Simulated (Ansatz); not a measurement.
GaP (zinc blende)

```
CELL_PARAMETERS angstrom
      0.00000     5.45138     5.45138
      2.72569     0.00000     2.72569
      2.72569     2.72569     0.00000
ATOMIC_POSITIONS crystal
  P  0.37500 0.75000 0.75000
  P  0.87500 0.75000 0.75000
  Ga 0.00000 0.00000 0.00000
  Ga 0.50000 0.00000 0.00000
```

The atoms are displaced by Q × the pattern below (from a DFPT mode at L = (0.5, 0.0, 0.0), largest move 1; Q in Å), at fixed cell. (q is in reciprocal vectors of the primitive cell; the cell shown is doubled to hold the pattern.)

| atom | x | y | z |
|---|---|---|---|
| P1 | -0.099 | 0.099 | 0.099 |
| P2 | 0.099 | -0.099 | -0.099 |
| Ga3 | -0.577 | 0.577 | 0.577 |
| Ga4 | 0.577 | -0.577 | -0.577 |

These are r2SCAN (plane waves to 500 eV, PAW, scalar-relativistic; Ansatz, a quantum-chemistry and plane-wave program) values and carry that method's errors. k mesh 5×10×10 (Γ-centred), Fermi-Dirac smearing 0.05 eV. The energy includes the smearing's −TS. GaP was relaxed with its symmetry unable to fall. ΔE is measured from the undisplaced structure.

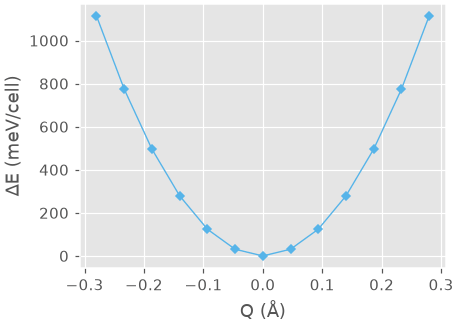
*ΔE (meV/cell) against Q (Å); markers are the computed points, lines only join them.*

Question: What is the energy change at Q = 0.280 Å?

Answer: About 1100 meV/cell.

Question: What harmonic wavenumber does the curvature at Q = 0 give?

Answer: About 230 cm⁻¹.

(For displaced atoms, the force is minus the slope of the energy, and its curvature is a force constant, which sets phonon frequencies.)
